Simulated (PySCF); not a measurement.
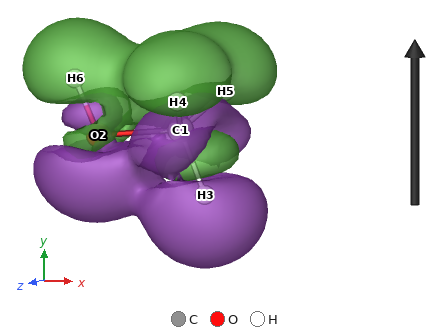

CH₄O, SMILES `CO`. Change of the electron density in a uniform field of 0.51 V/Å along +y (arrow), surfaces at ±0.002 e/Å³ (purple: gain, green: loss).

Method: B3LYP/cc-pVTZ; geometry: GFN2-xTB; program: PySCF. No frequency check shows the geometry to be a minimum. A basis without diffuse functions makes polarisabilities too small.

The field was applied in both directions; the picture shows the one opposite to the script's first.

Question: What dipole is induced, and what polarisability does it imply?

Answer: The induced dipole is 0.48 D (along the field); α along this axis, from the fields in both directions, is 19 bohr³ (2.8 Å³).
